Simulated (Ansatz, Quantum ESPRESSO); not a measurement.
# Predicting the next point of a tunnelling series: a Al chain with one bond drawn out

**Set-up.** Quantum ESPRESSO 7.5 (pw.x, pwcond.x), LDA, GBRV ultrasoft; geometry as built. T is the transmission per spin at the Fermi level. The series steps the stretch of one bond.

| added stretch (Å) | T |
| --- | --- |
| 0.5 | 1.83 |
| 1.2 | 0.804 |
| 2 | 0.0595 |
| 3 | 0.00305 |

**Question.** What is T at 4 Å?

**Fit.** In the tunnelling regime ln T falls linearly. The last two rows give a slope of ln(0.0595/0.00305)/(3 − 2) = 2.971 per Å, so T(4) ≈ 0.00305 × exp(−2.971 × 1) = 0.000156.

**The withheld run.** T = 0.000229; the estimate is 0.68 times that. The slope over the last interval is 2.588: flatter than before. A second code, Ansatz 0.2.0, gives 0.000198.

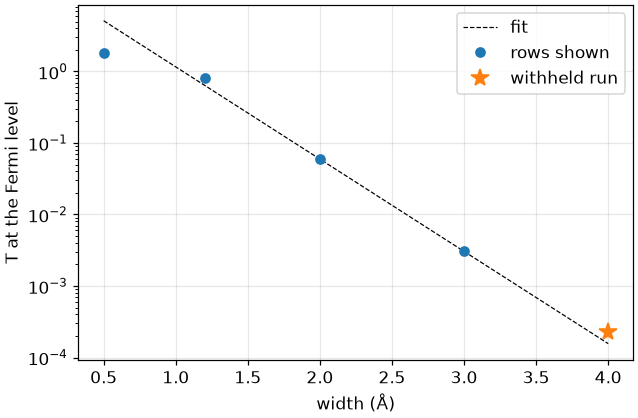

The rows shown, the fit and the withheld run.

Caveats: Short leads, unrelaxed atoms, a barrier without the image potential.
